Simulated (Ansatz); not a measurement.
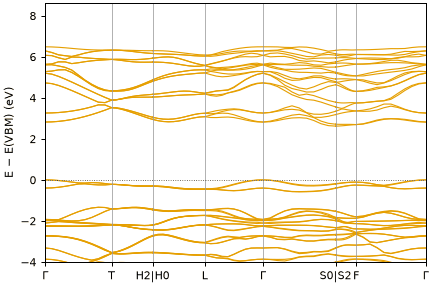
*Band structure from the program Ansatz at the r²SCAN with spin–orbit coupling level (PAW)*

The gap is 2.62 eV; an edge lies off the plotted path or next to a special point (maximum on the L–Γ line, 98 % of the way from L, minimum at S0).

The material is SnTeO3 in space group R3c (No. 161; Sn on 6a, Te on 6a, O on 18b).

The start of the workflow was typed in or built on a structure type; neither database checked (COD, Materials Project) lists it. Its standing as an ambient phase is unchecked. The r²SCAN relaxation kept the symmetry of its start; whether a distortion lowers the energy is not shown. The volume moved by 26 % from the start of the relaxation.

Potentials: the later of the program's two PAW sets.
